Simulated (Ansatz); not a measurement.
Cost and result by functional for the surface energy of the (31-41) surface of hcp Mg in its 1x1 cell, outermost plane spacing 0.13 Å in the ideal cut, in Ansatz (plane waves, PAW). Single points on the PBE structure, on one kind of machine; costs are rough ratios of the slab run's core time (references not counted) to the cheapest single point. r2SCAN's cost holds its higher cutoff (500 against 420 eV). Differences are taken against r2SCAN for comparison alone: no measured value is at hand, so the table doesn't rank accuracy.

Model: 28-atom slab, 10.0 Å thick at the start (thin: gaps and levels are the slab's own), 6x4x1 mesh, Fermi-Dirac 0.1 eV, dipole correction, all atoms relaxed; start symmetry kept, larger cells not searched; no spin, no spin-orbit, no U. These notes are the PBE run's.

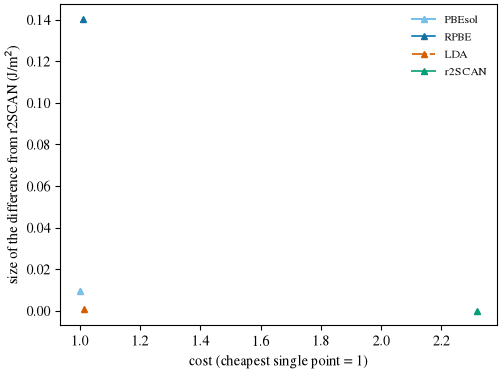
Difference from r2SCAN against cost

| functional | relative cost | surface energy (J/m²) | less r2SCAN (J/m²) |
|---|---|---|---|
| PBEsol | 1 | 0.77 | -0.01 |
| RPBE | 1 | 0.64 | -0.14 |
| LDA | 1 | 0.78 | 0.00 |
| r2SCAN | 2 | 0.78 | 0.00 |
| PBE (the relaxed run's value) | – | 0.70 | -0.08 |

The values span 0.14 J/m², while the single points' costs differ by a factor of roughly 2. Differences are of unrounded values.

Ansatz is an electronic-structure program.
